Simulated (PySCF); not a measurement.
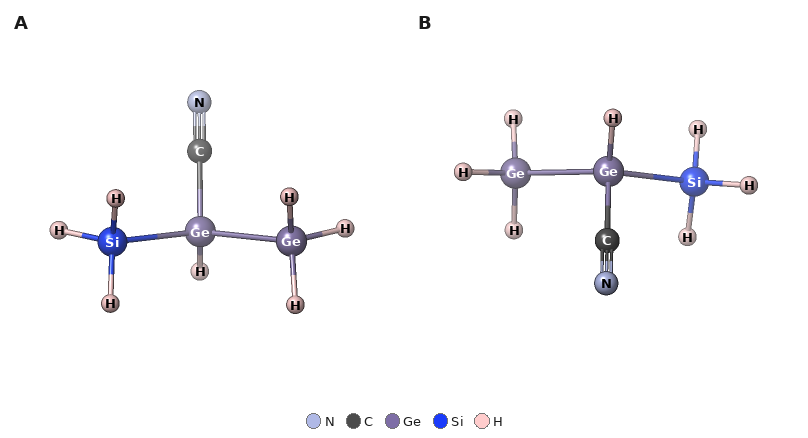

Depth is shown by fading: the farther an atom, the more it takes the colour of the background. The geometry was computed by an optimisation with PBE0-D3(BJ)/def2-SVP. No frequency run is at hand to confirm it as a minimum.

Q: Can A be turned into B by a rotation alone?

A: No. They are enantiomers, mirror images that no rotation superimposes: A is N#[C][Ge@H]([SiH3])[GeH3] (), B is N#[C][Ge@@H]([SiH3])[GeH3] (). Their energies are equal.
